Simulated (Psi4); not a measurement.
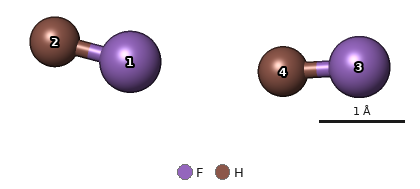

Figure 1. The structure (ball-and-stick view, seen at an oblique angle; atoms are numbered from 1 in the order of the input). Bond lengths as drawn: F–H 0.93 to 0.94 Å.

**Run report: H$_{2}$F$_{2}$, interaction calculation (part 1 of 2)**

H$_{2}$F$_{2}$, SMILES F.F, computed with wB97X-V/6-31+G*, RKS (Psi4 1.11).

Some settings of this run were made unusual or wrong on purpose. The geometry comes from this level: GFN2-xTB.

Input (calc.in)
```
memory 1.6 GB

molecule {
  0 1
  F      0.549480    -0.564530     0.503550
  H      1.280870    -0.944630     0.941000
  --
  0 1
  F     -1.174510     1.049360    -0.977730
  H     -0.655840     0.459800    -0.466820
  units angstrom
  symmetry c1
  no_reorient
  no_com
}

set basis 6-31+G*
set ints_tolerance 0.0001
set scf_type direct
set maxiter 50

energy('wb97x-v', bsse_type='cp')
print_variables()
```

Machine: 1 thread of AMD EPYC (Zen 3), 24 GiB of memory available, shared host.

Command:
```bash
psi4 calc.in calc.out -n 1
```

Log
```
Psi4 1.11 release

  //>>>>>>>>>>>>>>>>>>>>>>>>>>>>>>>>>>>//
  //   ManyBody Setup: N-Body Levels 2 //
  //<<<<<<<<<<<<<<<<<<<<<<<<<<<<<<<<<<<//

    Model chemistry "(auto)" (§A):          3
        Number of 1-body computations:      2 (nocp: 0, cp: 2, vmfc_compute: 0)
        Number of 2-body computations:      1 (nocp: 0, cp: 1, vmfc_compute: 0)

    -----------------------------------------------------------------------
                               Psi4 1.11 release

    h
    h
    h

    -----------------------------------------------------------------------

    Memory:     1.5 GiB
    Threads:    1
                ecpint, einsums, f̶o̶r̶t̶e̶, gauxc, gcp, g̶d̶m̶a̶, geometric, g̶p̶u̶_̶d̶f̶c̶c̶,
                i̶n̶t̶e̶g̶r̶a̶t̶o̶r̶x̶x̶, i̶p̶i̶, libefp, m̶d̶i̶, m̶p̶2̶d̶, m̶r̶c̶c̶, ooo,
                o̶p̶e̶n̶f̶e̶r̶m̶i̶o̶n̶p̶s̶i̶4̶, pcmsolver, p̶s̶i̶4̶f̶o̶c̶k̶c̶i̶, p̶s̶i̶x̶a̶s̶,
                p̶y̶e̶i̶n̶s̶u̶m̶s̶, r̶e̶s̶p̶, s̶i̶m̶i̶n̶t̶, s̶n̶s̶m̶p̶2̶,
                v̶2̶r̶d̶m̶_̶c̶a̶s̶s̶c̶f̶

   => Loading Basis Set <=

    Name: 6-31+G*
    Role: ORBITAL
    Keyword: BASIS

         ---------------------------------------------------------
                                   SCF
                              RKS Reference
                        1 Threads,   1525 MiB Core
         ---------------------------------------------------------

  ==> Geometry <==

    Molecular point group: c1
    Full point group: C1

    Geometry (in Bohr), charge = 0, multiplicity = 1:

       Center              X                  Y                   Z               Mass
    ------------   -----------------  -----------------  -----------------  -----------------
      Gh(F)           1.038366711417    -1.066807089605     0.951571590474    18.998403162730
      Gh(H)           2.420493502315    -1.785091989891     1.778232284056     1.007825032230
         F           -2.219502231612     1.983003007010    -1.847641924644    18.998403162730
         H           -1.239357982120     0.868896072486    -0.882161949886     1.007825032230

  Running in c1 symmetry.

  Rotational constants: A =    189.04053  B =      0.19575  C =      0.19554 [cm^-1]
  Rotational constants: A = 5667292.66323  B =   5868.31414  C =   5862.24396 [MHz]
  Nuclear repulsion =    5.083797705537089

  Charge       = 0
  Multiplicity = 1
  Electrons    = 10
  Nalpha       = 5
  Nbeta        = 5

  ==> Algorithm <==

  SCF Algorithm Type is DIRECT.
  DIIS enabled.
  MOM disabled.
  Fractional occupation disabled.
  Guess Type is SAD.
  Energy threshold   = 1.00e-06
  Density threshold  = 1.00e-06
  Integral threshold = 1.00e-04

  ==> Primary Basis <==

  Basis Set: 6-31+G*
    Blend: 6-31+G*
    Number of shells: 20
    Number of basis functions: 42
    Number of Cartesian functions: 42
    Spherical Harmonics?: false
    Max angular momentum: 2

  ==> DFT Potential <==

   => LibXC <=

    Version 7.1.2

   => Composite Functional: WB97X-V <=

    wB97X-V Hyb-GGA Exchange-Correlation Functional

    Deriv               =              1
    GGA                 =           TRUE
    Meta                =          FALSE

    Exchange Hybrid     =           TRUE
    MP2 Hybrid          =          FALSE

   => Exchange-Correlation Functionals <=

    1.0000   wB97X-V range-separated functional

   => Exact (HF) Exchange <=

    0.8330            HF,LR [omega = 0.3000]
    0.1670               HF

   => LibXC Density Thresholds  <==

    XC_HYB_GGA_XC_WB97X_V:  1.00E-14

   => VV10 Non-Local Parameters <=

    VV10 B              =     6.0000E+00
    VV10 C              =     1.0000E-02

   => Molecular Quadrature <=

    Radial Scheme          =       TREUTLER
    Pruning Scheme         =           NONE
    Nuclear Scheme         =       TREUTLER

    Blocking Scheme        =         OCTREE
    BS radius alpha        =              1
    Pruning alpha          =              1
    Radial Points          =             75
    Spherical Points       =            302
    Total Points           =          88785
    Total Blocks           =            707
    Max Points             =            255
    Max Functions          =             41
    Weights Tolerance      =       1.00E-15

   => Loading Basis Set <=

    Name: (6-31+G* AUX)
    Role: JKFIT
    Keyword: DF_BASIS_SCF

  Starting with a DF guess...

  ==> Integral Setup <==

  DFHelper Memory: AOs need 0.010 GiB; user supplied 1.024 GiB.
  SCF_SUBTYPE=INCORE selected. In-core MEM_DF algorithm will be used.
  Using in-core AOs.

  ==> MemDFJK: Density-Fitted J/K Matrices <==

    J tasked:                   Yes
    K tasked:                   Yes
    wK tasked:                  Yes
    Omega:                3.000E-01
    Memory [MiB]:              1048
    Algorithm:                 Core
    Schwarz Cutoff:           1E-04
    Mask sparsity (%):      11.5646
    Fitting Condition:        1E-10

   => Auxiliary Basis Set <=

  Basis Set: (6-31+G* AUX)
    Blend: HEAVY-AUG-CC-PVDZ-JKFIT
    Number of shells: 74
    Number of basis functions: 252
    Number of Cartesian functions: 252
    Spherical Harmonics?: false
    Max angular momentum: 3

  Cached 100.0% of DFT collocation blocks in 0.094 [GiB].

  Minimum eigenvalue in the overlap matrix is 4.6213980563E-03.
  Reciprocal condition number of the overlap matrix is 9.0430780118E-04.
    Using symmetric orthogonalization.

  ==> Pre-Iterations <==

  SCF Guess: Superposition of Atomic Densities via on-the-fly atomic UHF (no occupation information).

   -------------------------
    Irrep   Nso     Nmo
   -------------------------
     A         42      42
   -------------------------
    Total      42      42
   -------------------------

  ==> Iterations <==

                           Total Energy        Delta E     RMS |[F,P]|

   @DF-RKS iter SAD:  -100.09936499414430   -1.00099e+02   0.00000e+00
   @DF-RKS iter   1:  -100.35708633257428   -2.57721e-01   8.78712e-03 ADIIS/DIIS
   @DF-RKS iter   2:  -100.36015024190561   -3.06391e-03   9.50953e-03 ADIIS/DIIS
   @DF-RKS iter   3:  -100.40597126584646   -4.58210e-02   2.90326e-04 ADIIS/DIIS
   @DF-RKS iter   4:  -100.40603494403257   -6.36782e-05   7.80944e-05 DIIS
   @DF-RKS iter   5:  -100.40603947781382   -4.53378e-06   5.93035e-06 DIIS
   @DF-RKS iter   6:  -100.40603950811796   -3.03041e-08   3.69526e-07 DIIS

  DF guess converged.

  ==> DirectJK: Integral-Direct J/K Matrices <==

    J tasked:                  Yes
    K tasked:                  Yes
    wK tasked:                 Yes
    Omega:               3.000E-01
    Integrals threads:           1
    Screening Type:           CSAM
    Screening Cutoff:        1E-04
    Incremental Fock:           No

   @RKS iter   7:  -100.40583789842621   -1.00406e+02   2.05465e-04 ADIIS/DIIS
   @RKS iter   8:  -100.40584920298745   -1.13046e-05   8.44106e-06 DIIS
   @RKS iter   9:  -100.40584925623951   -5.32521e-08   3.21323e-06 DIIS
   @RKS iter  10:  -100.40584926032260   -4.08309e-09   1.65383e-06 DIIS
   @RKS iter  11:  -100.40584926179102   -1.46842e-09   4.87415e-08 DIIS
  Energy and wave function converged.

  ==> Post-Iterations <==

   Electrons on quadrature grid:
      Ntotal   =   10.0000000168 ; deviation = 1.677e-08

    Orbital Energies [Eh]
    ---------------------

    Doubly Occupied:

       1A    -24.788755     2A     -1.332008     3A     -0.666311
       4A     -0.528991     5A     -0.528987

    Virtual:

       6A      0.077046     7A      0.182067     8A      0.215359
       9A      0.215503    10A      0.286163    11A      0.322440
      12A      0.323930    13A      0.334020    14A      0.433504
      15A      0.541246    16A      0.842731    17A      1.101221
      18A      1.116635    19A      1.117631    20A      1.355088
      21A      1.583678    22A      1.585239    23A      1.656743
      24A      1.893437    25A      1.894423    26A      1.947530
      27A      1.954574    28A      1.954577    29A      2.510858
      30A      2.735918    31A      2.754950    32A      2.761091
      33A      2.761108    34A      2.864269    35A      3.264473
      36A      4.037375    37A      4.735089    38A      5.173999
      39A      7.245903    40A      7.248105    41A      7.434704
      42A     48.829513

    Final Occupation by Irrep:
              A
    DOCC [     5 ]
    NA   [     5 ]
    NB   [     5 ]

  @RKS Final Energy:  -100.40584926179102

   => Energetics <=

    Nuclear Repulsion Energy =              5.0837977055370889
    One-Electron Energy =                -150.1024848097900417
    Two-Electron Energy =                  52.2953950000848948
    DFT Exchange-Correlation Energy =      -7.7259319777984743
    Empirical Dispersion Energy =           0.0000000000000000
    VV10 Nonlocal Energy =                  0.0433748201755328
    Total Energy =                       -100.4058492617910190

Computation Completed

Properties will be evaluated at   0.000000,   0.000000,   0.000000 [a0]

Properties computed using the SCF density matrix

 Multipole Moments:

 ------------------------------------------------------------------------------------
     Multipole            Electronic (a.u.)      Nuclear  (a.u.)        Total (a.u.)
 ------------------------------------------------------------------------------------

 L = 1.  Multiply by 2.5417464519 to convert [e a0] to [Debye]
 Dipole X            :         21.6511468          -21.2148781            0.4362688
 Dipole Y            :        -19.2142055           18.7159231           -0.4982824
 Dipole Z            :         17.9421784          -17.5109393            0.4312391
 Magnitude           :                                                    0.7903056

 ------------------------------------------------------------------------------------

	total time  =         29 seconds =       0.48 minutes

    Psi4 run time: 0:00:29.07

    -----------------------------------------------------------------------
                               Psi4 1.11 release

    h
    h
    h

    -----------------------------------------------------------------------

    Memory:     1.5 GiB
    Threads:    1
                ecpint, einsums, f̶o̶r̶t̶e̶, gauxc, gcp, g̶d̶m̶a̶, geometric, g̶p̶u̶_̶d̶f̶c̶c̶,
                i̶n̶t̶e̶g̶r̶a̶t̶o̶r̶x̶x̶, i̶p̶i̶, libefp, m̶d̶i̶, m̶p̶2̶d̶, m̶r̶c̶c̶, ooo,
                o̶p̶e̶n̶f̶e̶r̶m̶i̶o̶n̶p̶s̶i̶4̶, pcmsolver, p̶s̶i̶4̶f̶o̶c̶k̶c̶i̶, p̶s̶i̶x̶a̶s̶,
                p̶y̶e̶i̶n̶s̶u̶m̶s̶, r̶e̶s̶p̶, s̶i̶m̶i̶n̶t̶, s̶n̶s̶m̶p̶2̶,
                v̶2̶r̶d̶m̶_̶c̶a̶s̶s̶c̶f̶

  ==> Geometry <==

    Molecular point group: c1
    Full point group: C1
```
